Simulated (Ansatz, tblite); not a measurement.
# C34H34O8S4Si2: which spin state is lowest

Aim: set other spin states of C34H34O8S4Si2 against its singlet, on many levels of theory.

The runs use Ansatz 0.2.0, Gaussian basis; as each input shows.

Levels to be run: triplet, at the geometry of the singlet (GFN1-xTB, GFN2-xTB, PBE0-D4/def2-SVP, PBE-D4/def2-SVP); the singlet's energies come from earlier runs.

1 further run of the same task is left out (set aside as unsound or not needed).

### 1 The geometry

The singlet was relaxed beforehand with PBE-D4/def2-SVP.

SMILES `C[Si](C)(C)C#Cc1sc(-c2sc(-c3sc(-c4sc(C#C[Si](C)(C)C)c5c4OCCO5)c4c3OCCO4)c3c2OCCO3)c2c1OCCO2`, 82 atoms, charge 0, spin multiplicity 1.

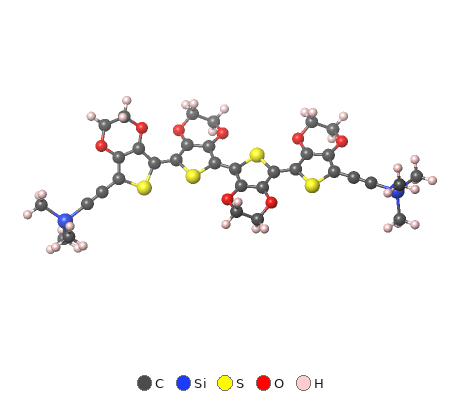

The geometry (carbon dark grey, silicon blue, sulfur yellow, oxygen red, hydrogen pink).

### 2 Triplet at the fixed geometry, GFN1-xTB

Tight binding, by tblite at 300 K electronic temperature and without a spin-polarisation term:

```python
tblite.interface.Calculator('GFN1-xTB', numbers, positions, charge=0, uhf=2).singlepoint()
```

Energy -3978.3473 eV; 0.73 s.

### 3 Triplet at the fixed geometry, GFN2-xTB

Tight binding, by tblite at 300 K electronic temperature and without a spin-polarisation term:

```python
tblite.interface.Calculator('GFN2-xTB', numbers, positions, charge=0, uhf=2).singlepoint()
```

Energy -3780.9992 eV; 0.72 s.

### 4 Triplet at the fixed geometry, PBE0-D4/def2-SVP

The input, in.yaml:

```yaml
crystal:
  periodic: [false, false, false]
  atoms:
    - {symbol: C, position_ang: [-12.113894, 0.778263, 1.471301]}
    - {symbol: Si, position_ang: [-10.648121, 0.194012, 2.515428]}
    - {symbol: C, position_ang: [-10.351267, 1.385932, 3.955261]}
    - {symbol: C, position_ang: [-10.967058, -1.549931, 3.177079]}
    - {symbol: C, position_ang: [-9.151613, 0.167132, 1.441131]}
    - {symbol: C, position_ang: [-8.152566, 0.157434, 0.707489]}
    - {symbol: C, position_ang: [-7.019542, 0.144501, -0.115995]}
    - {symbol: S, position_ang: [-5.427226, -0.302718, 0.494291]}
    - {symbol: C, position_ang: [-4.660149, -0.043315, -1.063699]}
    - {symbol: C, position_ang: [-3.240796, -0.202426, -1.217281]}
    - {symbol: S, position_ang: [-2.152772, 0.191433, 0.109545]}
    - {symbol: C, position_ang: [-0.723016, -0.238255, -0.822987]}
    - {symbol: C, position_ang: [0.600188, -0.148914, -0.287708]}
    - {symbol: S, position_ang: [2.037196, -0.523296, -1.238128]}
    - {symbol: C, position_ang: [3.117352, -0.139072, 0.102264]}
    - {symbol: C, position_ang: [4.541044, -0.232562, -0.002460]}
    - {symbol: S, position_ang: [5.616633, 0.178783, 1.325250]}
    - {symbol: C, position_ang: [7.061058, -0.176430, 0.373224]}
    - {symbol: C, position_ang: [8.344086, -0.032291, 0.914686]}
    - {symbol: C, position_ang: [9.473470, 0.102937, 1.408217]}
    - {symbol: Si, position_ang: [11.149423, 0.313860, 2.141860]}
    - {symbol: C, position_ang: [11.176962, -0.509113, 3.845988]}
    - {symbol: C, position_ang: [11.524492, 2.161387, 2.313111]}
    - {symbol: C, position_ang: [12.412867, -0.504266, 0.994993]}
    - {symbol: C, position_ang: [6.697441, -0.597988, -0.910520]}
    - {symbol: C, position_ang: [5.290945, -0.625924, -1.115927]}
    - {symbol: O, position_ang: [4.722113, -0.996414, -2.302153]}
    - {symbol: C, position_ang: [5.665948, -0.972675, -3.375433]}
    - {symbol: C, position_ang: [6.971035, -1.641611, -2.961179]}
    - {symbol: O, position_ang: [7.589935, -0.944033, -1.877112]}
    - {symbol: C, position_ang: [2.371525, 0.248755, 1.219210]}
    - {symbol: C, position_ang: [0.969953, 0.244209, 1.001789]}
    - {symbol: O, position_ang: [0.069777, 0.596929, 1.966021]}
    - {symbol: C, position_ang: [0.687843, 1.293927, 3.052414]}
    - {symbol: C, position_ang: [1.978082, 0.602938, 3.478339]}
    - {symbol: O, position_ang: [2.933504, 0.602600, 2.411887]}
    - {symbol: C, position_ang: [-1.104956, -0.643140, -2.104946]}
    - {symbol: C, position_ang: [-2.512061, -0.637181, -2.325915]}
    - {symbol: O, position_ang: [-3.067274, -1.071154, -3.492286]}
    - {symbol: C, position_ang: [-2.118363, -1.106054, -4.558051]}
    - {symbol: C, position_ang: [-0.820899, -1.772199, -4.115036]}
    - {symbol: O, position_ang: [-0.205461, -1.033887, -3.056269]}
    - {symbol: C, position_ang: [-5.610303, 0.355909, -2.008298]}
    - {symbol: C, position_ang: [-6.933627, 0.446451, -1.479662]}
    - {symbol: O, position_ang: [-8.003453, 0.826016, -2.228721]}
    - {symbol: C, position_ang: [-7.718837, 0.808278, -3.630322]}
    - {symbol: C, position_ang: [-6.362262, 1.437461, -3.916098]}
    - {symbol: O, position_ang: [-5.311905, 0.693278, -3.296333]}
    - {symbol: H, position_ang: [-12.286936, 0.095621, 0.614969]}
    - {symbol: H, position_ang: [-13.040338, 0.809423, 2.081815]}
    - {symbol: H, position_ang: [-11.931639, 1.794562, 1.067221]}
    - {symbol: H, position_ang: [-10.153750, 2.412461, 3.585449]}
    - {symbol: H, position_ang: [-11.236782, 1.422524, 4.623837]}
    - {symbol: H, position_ang: [-9.477354, 1.067341, 4.559192]}
    - {symbol: H, position_ang: [-10.102908, -1.912619, 3.770013]}
    - {symbol: H, position_ang: [-11.863775, -1.563896, 3.831391]}
    - {symbol: H, position_ang: [-11.133693, -2.264761, 2.345953]}
    - {symbol: H, position_ang: [12.173148, -0.393083, 4.321975]}
    - {symbol: H, position_ang: [10.420202, -0.054024, 4.516954]}
    - {symbol: H, position_ang: [10.954664, -1.592553, 3.767088]}
    - {symbol: H, position_ang: [12.529565, 2.320454, 2.757012]}
    - {symbol: H, position_ang: [11.499049, 2.663600, 1.324754]}
    - {symbol: H, position_ang: [10.777351, 2.657240, 2.965723]}
    - {symbol: H, position_ang: [13.439134, -0.393175, 1.403049]}
    - {symbol: H, position_ang: [12.389933, -0.042053, -0.012608]}
    - {symbol: H, position_ang: [12.201442, -1.586515, 0.880057]}
    - {symbol: H, position_ang: [5.861417, 0.080136, -3.683653]}
    - {symbol: H, position_ang: [5.198173, -1.511841, -4.221829]}
    - {symbol: H, position_ang: [6.773542, -2.697853, -2.666271]}
    - {symbol: H, position_ang: [7.697951, -1.636165, -3.796431]}
    - {symbol: H, position_ang: [-0.045981, 1.303336, 3.881563]}
    - {symbol: H, position_ang: [0.903540, 2.344971, 2.751669]}
    - {symbol: H, position_ang: [2.449628, 1.136800, 4.325993]}
    - {symbol: H, position_ang: [1.761557, -0.444955, 3.789034]}
    - {symbol: H, position_ang: [-1.909358, -0.070328, -4.913452]}
    - {symbol: H, position_ang: [-2.588323, -1.676439, -5.382961]}
    - {symbol: H, position_ang: [-1.027935, -2.813905, -3.777440]}
    - {symbol: H, position_ang: [-0.089188, -1.805502, -4.945741]}
    - {symbol: H, position_ang: [-8.531580, 1.375154, -4.125021]}
    - {symbol: H, position_ang: [-7.734539, -0.241107, -4.005752]}
    - {symbol: H, position_ang: [-6.351590, 2.490199, -3.548558]}
    - {symbol: H, position_ang: [-6.150062, 1.439376, -5.003272]}
basis:
  gaussian: {orbitals: def2-SVP, fitting: {mean_field: def2-universal-jkfit}}
magnetization: {spin_polarized: true, initial_magnetization: 2}
hamiltonian: {xc: pbe0, dispersion: d4}
scf: {omitted_lower_state_checks: [starts]}
output: {orbitals: {seedname: orbitals}}
```

Started as:

```
$ ansatz run in.yaml --threads 4 --pin off --events-out ev --progress --plain --max-ram 66560MiB --backend cuda --devices 0, --max-vram 37GiB
```

Log:

```text
Functional definition: PBE0
  name "PBE0"
  cite "Adamo & Barone, J. Chem. Phys. 110, 6158 (1999) doi:10.1063/1.478522"
  cite "Perdew, Burke & Ernzerhof, Phys. Rev. Lett. 77, 3865 (1996) doi:10.1103/PhysRevLett.77.3865"
  parent pbe
  parameter a = 0.25
  parameter kappa = 0.804
  parameter beta = 0.06672455060314922
  exchange = (1 - a)*pbe_x(kappa = kappa, mu = beta*pi^2/3) + a*exact_x
  correlation = pbe_c(beta = beta)
these checks for a lower state are left out or cut short: starts
4546 factors; integrals over basis functions are off by at most 2.5e-1 eV
mean field evaluation 1: about -111097.7272 eV, gradient 9.5e1 eV
mean field evaluation 2: about -111079.5307 eV, gradient 1.1e2 eV
mean field evaluation 4: about -111141.7212 eV, gradient 1.4e1 eV
mean field evaluation 8: about -111143.0500 eV, gradient 7.5e-1 eV
mean field evaluation 16: about -111143.0620 eV, gradient 3.7e-2 eV
mean field evaluation 32: about -111143.0621 eV, gradient 2.1e-4 eV
mean field -111143.06209708 eV, -4084.4321965946 hartree, gradient 2.1e-5 eV, S^2 2.044840; 0 other end points of the search recorded, 0 dependent functions left out
reference -111143.06221064 eV, -4084.4322007678 hartree; 198, 196 occupied and 668, 670 virtual orbitals, 4546 factors
Total energy: -111146.06429650 eV, -4084.5425253881 hartree
Checks for a lower state left out: starts
```

Run time: 27 s. Hardware: 1 × H100 (card shared with other runs) with 4 threads of AMD EPYC 7R13, shared host; peak host memory 1.7 GiB.

From the report: HOMO -3.07 eV, LUMO -3.46 eV (over both spins; with the spin held, an empty level of the minority spin lies below the top filled one); ⟨S²⟩ 2.045 (pure: 2.00).

### 5 Triplet at the fixed geometry, PBE-D4/def2-SVP

start.molden holds the orbitals of an earlier run on this state, given as this run's starting guess.

in.yaml: that of step 4 with these lines changed.

```diff
@@ -86,5 +86,5 @@
 basis:
-  gaussian: {orbitals: def2-SVP, fitting: {mean_field: def2-universal-jkfit}}
+  gaussian: {orbitals: def2-SVP, fitting: {mean_field: def2-universal-jkfit}, initial_orbitals: start.molden}
 magnetization: {spin_polarized: true, initial_magnetization: 2}
-hamiltonian: {xc: pbe0, dispersion: d4}
+hamiltonian: {xc: pbe, dispersion: d4}
 scf: {omitted_lower_state_checks: [starts]}
```

The command is unchanged.

Log:

```text
Functional definition: PBE
  name "PBE"
  cite "Perdew, Burke & Ernzerhof, Phys. Rev. Lett. 77, 3865 (1996) doi:10.1103/PhysRevLett.77.3865"
  parent pbe
  parameter kappa = 0.804
  parameter beta = 0.06672455060314922
  exchange = pbe_x(kappa = kappa, mu = beta*pi^2/3)
  correlation = pbe_c(beta = beta)
these checks for a lower state are left out or cut short: starts
4546 factors; integrals over basis functions are off by at most 2.5e-1 eV
mean field evaluation 1: about -111134.6352 eV, gradient 1.4e1 eV
mean field evaluation 2: about -111135.4201 eV, gradient 8.9e-1 eV
mean field evaluation 4: about -111135.4480 eV, gradient 1.0e-1 eV
mean field evaluation 8: about -111135.4486 eV, gradient 1.7e-5 eV
mean field -111135.44855328 eV, -4084.1524040205 hartree, gradient 1.7e-5 eV, S^2 2.006429; 0 other end points of the search recorded, 0 dependent functions left out
reference -111135.44869501 eV, -4084.1524092290 hartree; 198, 196 occupied and 668, 670 virtual orbitals, 4546 factors
Total energy: -111138.89870995 eV, -4084.2791949393 hartree
Checks for a lower state left out: starts
```

Run time: 8.5 s. Hardware: 1 × H100 (card shared with other runs) with 4 threads of AMD EPYC 7R13, shared host; peak host memory 1.5 GiB.

From the report: HOMO -2.44 eV, LUMO -3.76 eV (over both spins; with the spin held, an empty level of the minority spin lies below the top filled one); ⟨S²⟩ 2.006 (pure: 2.00).

### 6 Triplet less singlet, vertical

The singlet's energies are those of its earlier runs, whose logs aren't repeated here.

```
           level  triplet less singlet, vertical (kJ/mol)   time
        GFN1-xTB                                   +146.8  1.4 s
        GFN2-xTB                                   +142.0  1.3 s
 PBE-D4/def2-SVP                                   +139.5   17 s
PBE0-D4/def2-SVP                                   +158.7   39 s
```

Times add the two runs; a level without a time comes out of a correlated run. Tight binding without a spin term can't rank spin states.

### 7 Outcome

```
                                               quantity                                       value
triplet less singlet, vertical, functionals in def2-SVP  +139.5 (PBE-D4) to +158.7 kJ/mol (PBE0-D4)
```

In words: All functionals put the triplet above the singlet, over a spread of 19.2 kJ/mol. The checks for a lower triplet were left out, so another state of that spin may lie lower. These are electronic energies, without zero-point motion, entropy or surroundings.
